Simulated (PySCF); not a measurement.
SMILES c1c(S)cccc1C#N, GFN2-xTB optimised geometry. Atoms within 1.6 Å of the plane z = 0.0 Å (x, y, z in Å): N1 (2.39, 2.78, 0.00), C2 (1.83, 1.78, 0.00), C3 (1.13, 0.55, 0.00), C4 (1.83, -0.65, 0.00), C5 (1.13, -1.84, 0.00), C6 (-0.25, -1.84, 0.00), C7 (-0.95, -0.64, 0.00), S8 (-2.72, -0.70, 0.00), C9 (-0.27, 0.57, 0.00), H10 (2.91, -0.64, 0.00), H11 (1.66, -2.78, 0.00), H12 (-0.80, -2.77, 0.00), H13 (-2.91, 0.62, 0.00), H14 (-0.79, 1.51, 0.00).

Method: CAM-B3LYP/def2-TZVP (PySCF). Cells within 0.4 Å of a nucleus heavier than hydrogen are left out (blank, or x).

Map of the Laplacian of the electron density (e/bohr⁵), clipped to [-1.50, 1.50] on the plane z = 0.0 Å:

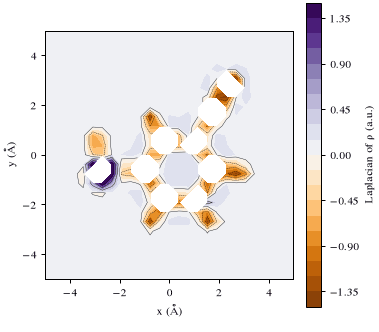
Figure. Laplacian of the electron density (e/bohr⁵), clipped to [-1.50, 1.50] on the plane z = 0.0 Å.
